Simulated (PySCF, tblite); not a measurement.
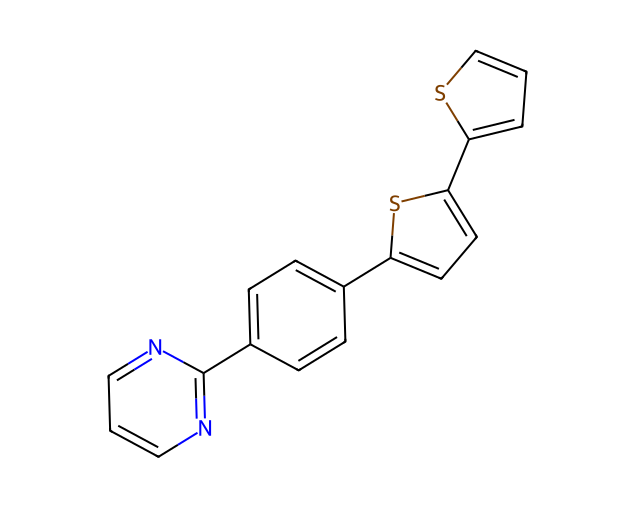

Question: Transcribe the drawing into SMILES.

Answer: c1cnc(-c2ccc(-c3ccc(-c4cccs4)s3)cc2)nc1

Question: Give the formula, hydrogens included.

Answer: C18H12N2S2.

Question: An optimisation with GFN2-xTB gave a structure of which point group?

Answer: Cs. Other conformers may differ.

The parts below concern this one geometry. Atoms keep their numbers from picture to picture. The computed structure is the end point of a GFN2-xTB optimisation. No frequency run is at hand to confirm it as a minimum.

Geometry

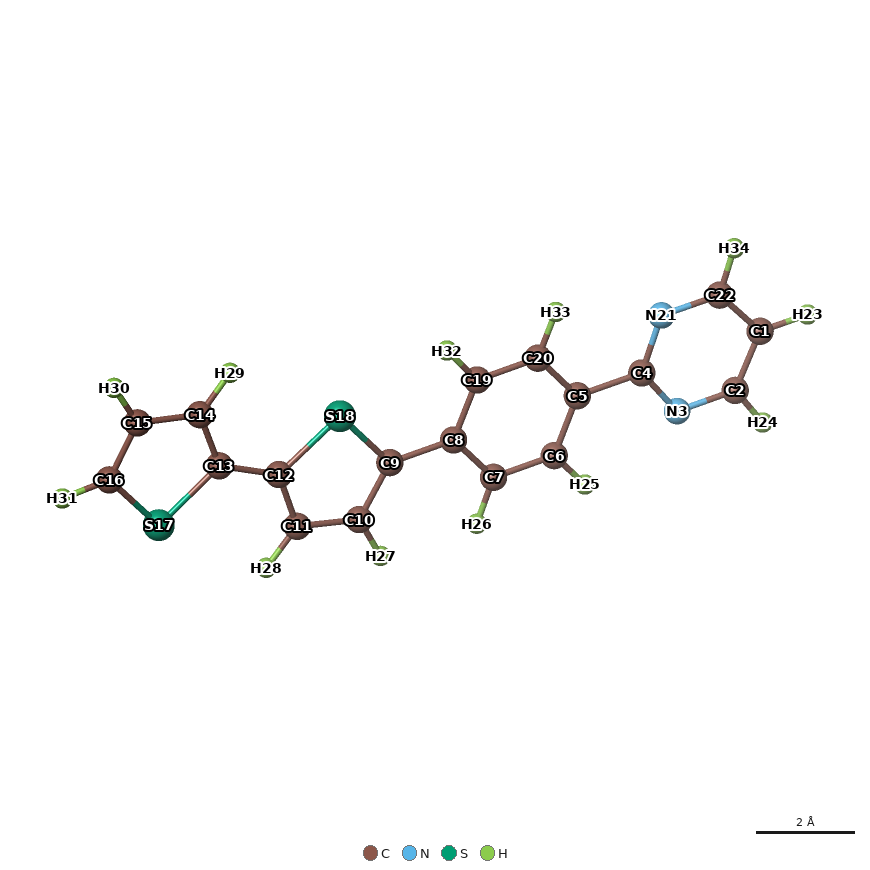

Numbered structure. No frequency run is at hand to confirm it as a minimum.

Question: What is the geometry at C19?

Answer: C19 has 3 neighbours (C8 at 1.40, C20 at 1.38, H32 at 1.08 Å); the arrangement is trigonal planar.

Question: Describe the coordination of atom 2.

Answer: C2 has 3 neighbours (C1 at 1.39, N3 at 1.32, H24 at 1.08 Å); the arrangement is trigonal planar.

Question: What is the geometry at S17?

Answer: S17 has 2 neighbours (C13 at 1.74, C16 at 1.72 Å); the arrangement is bent.

Question: How are the neighbours of atom 4 arranged?

Answer: C4 has 3 neighbours (N3 at 1.33, C5 at 1.46, N21 at 1.33 Å); the arrangement is trigonal planar.

Question: What is the dihedral angle C5–C4–N21–C22?

Answer: 180° in size, that is anti.

Electronic properties

No frequency run is at hand to confirm it as a minimum. Properties computed with PBE0/6-31G*, gas phase (PySCF 2.14.0). Excitations: vertical, Tamm–Dancoff approximation.

Computed properties:

- dipole moment: 1.06 D
- HOMO energy (Kohn–Sham orbital): −5.41 eV
- LUMO energy (Kohn–Sham orbital): −1.82 eV
- HOMO–LUMO gap: 3.59 eV
- mean static polarisability: 291.6 bohr³
- lowest vertical singlet excitation: 3.33 eV
- its oscillator strength: 1.683

NMR shielding

The questions are on isotropic NMR shieldings of the S atoms. No frequency run is at hand to confirm it as a minimum. Properties computed with GIAO KT3/pcSseg-1 NMR shielding, non-relativistic, gas phase (PySCF 2.14.0).

List the isotropic NMR shieldings of the S atoms.

```
atom  σ (ppm)
 S17    314.3
 S18    327.8
```

Ring current

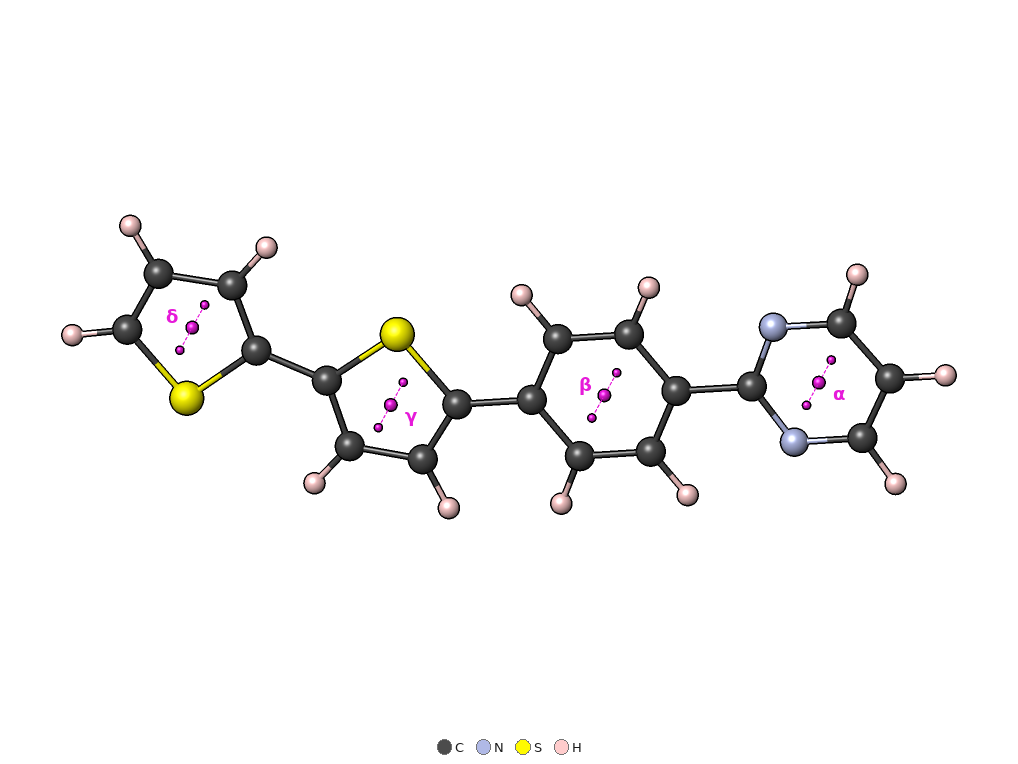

The small points mark where nucleus-independent chemical shifts (NICS) were computed: at the centre of each lettered ring and 1 Å above and below it. No frequency run is at hand to confirm it as a minimum. Properties computed with GIAO KT3/pcSseg-1 NMR shielding, non-relativistic, gas phase (PySCF 2.14.0).

Give NICS(0), NICS(1) and the out-of-plane component NICS(1)zz for each ring (means of the two sides).

```tsv
ring	members	NICS(0)	NICS(1)	NICS(1)zz
α	C4N2	−3.6	−8.5	−20.0
β	C6	−5.2	−8.2	−18.3
γ	C4S	−8.3	−7.4	−13.7
δ	C4S	−11.0	−9.3	−20.4
```

Values in ppm.

Question: What do the values say about the ring currents?

Answer: Ring α: diatropic, as in an aromatic ring. Ring β: diatropic, as in an aromatic ring. Ring δ: diatropic, as in an aromatic ring. NICS is one index among several.

Charges

The questions are on Mulliken charges. No frequency run is at hand to confirm it as a minimum. Properties computed with PBE0/6-31G*, gas phase (PySCF 2.14.0).

Give the Mulliken charges atom by atom.

| atom | value (e) |
| --- | --- |
| C1 | −0.23 |
| C2 | 0.04 |
| N3 | −0.43 |
| C4 | 0.38 |
| C5 | 0.04 |
| C6 | −0.19 |
| C7 | −0.20 |
| C8 | 0.17 |
| C9 | −0.28 |
| C10 | −0.15 |
| C11 | −0.18 |
| C12 | −0.17 |
| C13 | −0.21 |
| C14 | −0.17 |
| C15 | −0.13 |
| C16 | −0.40 |
| S17 | 0.32 |
| S18 | 0.33 |
| C19 | −0.25 |
| C20 | −0.19 |
| N21 | −0.43 |
| C22 | 0.04 |
| H23 | 0.19 |
| H24 | 0.19 |
| H25 | 0.20 |
| H26 | 0.17 |
| H27 | 0.18 |
| H28 | 0.19 |
| H29 | 0.19 |
| H30 | 0.18 |
| H31 | 0.21 |
| H32 | 0.19 |
| H33 | 0.20 |
| H34 | 0.19 |

Mulliken values depend strongly on the basis set and can even reverse the polarity of a bond.
